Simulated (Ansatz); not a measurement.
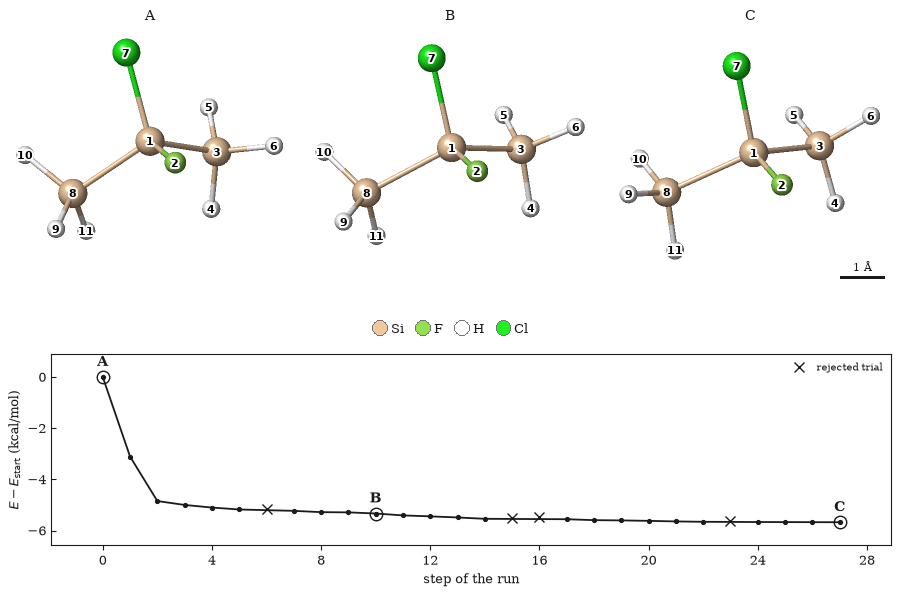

Frames of a relaxation of Si3H6ClF, marked on the history of the run. Style: ball-and-stick. Shown from a free direction.

The run prepares the start of a later molecular dynamics calculation, from a guessed geometry.

All numbers below come from Ansatz, RKS r2SCAN/STO-3G. Set-up: no spin polarisation; force threshold 0.02 eV/Å; at most 40 steps.

Describe the path.

H9 moves most after the best rigid fit: 1.02 Å. Largest moves by element: H 1.02 Å, Cl 0.66 Å, F 0.54 Å, Si 0.28 Å. Among the contacts that change: Si1–Si3 2.220 → 2.279 Å, Si1–F2 1.590 → 1.645 Å, Si1–Cl7 2.128 → 2.147 Å, Si3–H4 1.460 → 1.447 Å. Bond angles that change, for instance: Si3–Si1–Si8 109.5° → 116.2°, F2–Si1–Cl7 109.5° → 104.5°, Si3–Si1–Cl7 109.5° → 106.6°. Groups turn about Si1–Si8 by about 45°, Si1–Si3 by about 30°. After 23 accepted moves (27 points after the start) the energy has fallen by 5.67 kcal/mol. Largest force component: 2.2 eV/Å at the start, 0.013 eV/Å at the end. The line search rejected the trial steps at points 6, 15, 16, 23 of the run. The forces were under the threshold at step 11, but the run went on from there. From step 0 to 10: H atoms move most (0.46 Å), energy −5.33 kcal/mol. From step 10 to 27: H9 moves most (0.72 Å), energy −0.34 kcal/mol.

| step | E − E(0), kcal/mol | largest force component, eV/Å | note |
| --- | --- | --- | --- |
| 0 | 0.00 | 2.2069 |  |
| 1 | -3.11 | 0.4692 |  |
| 2 | -4.85 | 0.1696 |  |
| 3 | -5.00 | 0.0523 |  |
| 4 | -5.10 | 0.0523 |  |
| 5 | -5.18 | 0.0357 |  |
| 6 | -5.14 | 0.2638 | rejected |
| 7 | -5.23 | 0.0816 |  |
| 8 | -5.28 | 0.0900 |  |
| 9 | -5.29 | 0.1740 |  |
| 10 | -5.33 | 0.1431 |  |
| 11 | -5.41 | 0.0128 |  |
| 12 | -5.44 | 0.1772 |  |
| 13 | -5.49 | 0.0989 |  |
| 14 | -5.54 | 0.0258 |  |
| 15 | -5.49 | 0.2302 | rejected |
| 16 | -5.46 | 0.1669 | rejected |
| 17 | -5.56 | 0.0205 |  |
| 18 | -5.59 | 0.0609 |  |
| 19 | -5.60 | 0.1020 |  |
| 20 | -5.62 | 0.0772 |  |
| 21 | -5.64 | 0.0082 |  |
| 22 | -5.66 | 0.0243 |  |
| 23 | -5.64 | 0.1451 | rejected |
| 24 | -5.67 | 0.0311 |  |
| 25 | -5.67 | 0.0450 |  |
| 26 | -5.67 | 0.0285 |  |
| 27 | -5.67 | 0.0132 |  |

Limits of the set-up: STO-3G is a minimal basis, so the numbers are rough.
